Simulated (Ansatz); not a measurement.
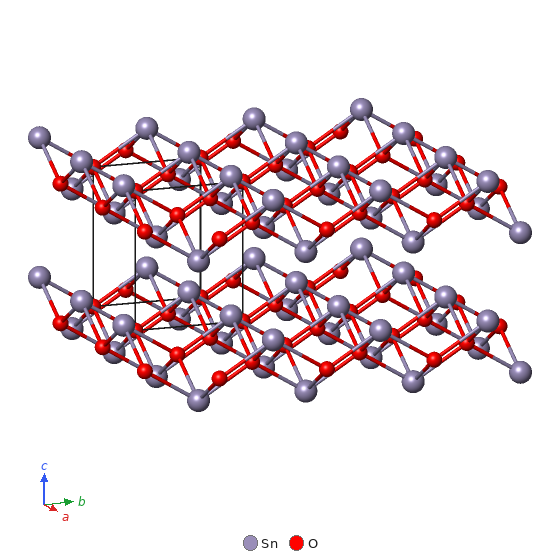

SnO (space group P4/nmm, No. 129). Coordinates: the geometry relaxed with DFT, PBE-D3(BJ), plane waves, PAW (Ansatz 0.2.0).

Bonds are taken as O–Sn below 2.5 Å; no other contact counts. Atoms with one bond or none are removed and atoms with two bonds are replaced by edges, until no such atom is left.

**What kind of net remains, and which atoms are its nodes?**

A uninodal 4-connected, two-periodic (layers) net: Sn and O are 4-connected nodes.

**Name the underlying net.**

It is the sql net, known from the square lattice.

**How do the layers lie?**

The layers lie parallel to (001).

**Give the point symbol of each node (shortest cycle at each angle).**

Sn and O: 4^4.6^2.

**Give the first ten terms of the coordination sequence (nodes one, two, three … edges away).**

Sn and O: 4, 8, 12, 16, 20, 24, 28, 32, 36, 40.
